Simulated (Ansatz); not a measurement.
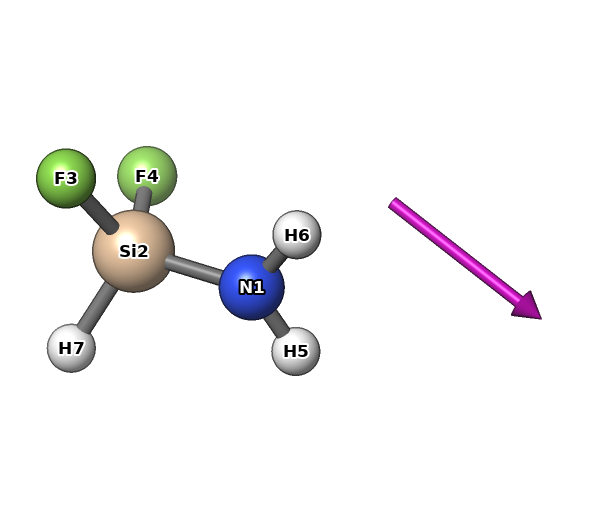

The arrow beside the molecule shows the direction of the dipole moment, from the negative to the positive end (its length means nothing). The computed structure is the end point of a PBE0-D4/def2-TZVP optimisation. Method: RKS PBE0-D4/def2-TZVP (Ansatz 0.2.0).

**How large is the dipole moment?**

2.58 D; it points from the side of F3 to the side of H5 (the outermost atoms at the two ends).
